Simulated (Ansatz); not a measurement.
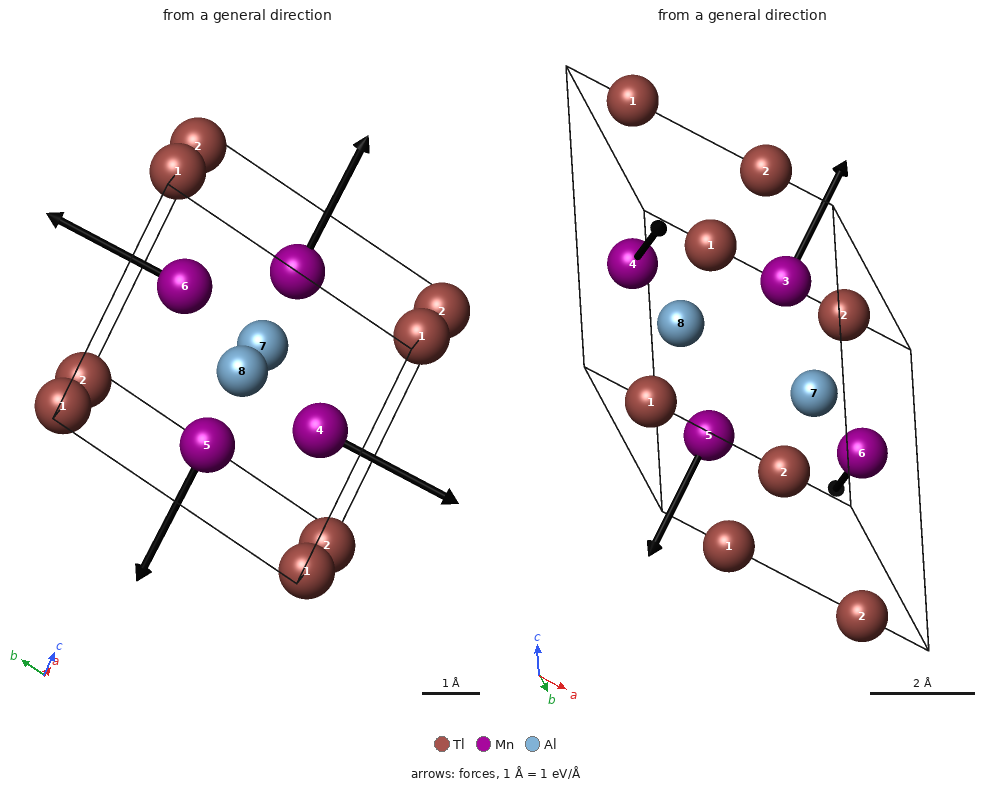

A spheres-only rendering, viewed from two general directions. The wireframe shows the simulation cell. The arrows are the computed forces on the atoms.

System: Mn$_{2}$AlTl. The numbers come from DFT, PAW plane waves, PBE, spin-orbit (Ansatz 0.2.0), using a 420 eV plane-wave basis, a 6×5×5 grid in reciprocal space, Fermi-Dirac smearing of 0.1 eV, no moments seeded, so the run stays non-magnetic, spinor wavefunctions.

Q: Do the forces show a relaxed structure?

A: No. The atoms still feel forces of up to about 2.3 eV/Å, far above a usual threshold of 0.01 to 0.03 eV/Å.

Q: On which atom is the force largest?

A: All Mn atoms, about 2.3 eV/Å.

The picture shows a generated cell, made by putting these elements into a known structure type (the compound may or may not exist in this form); the geometry isn't optimised. It was run through Ansatz as a DFT input.
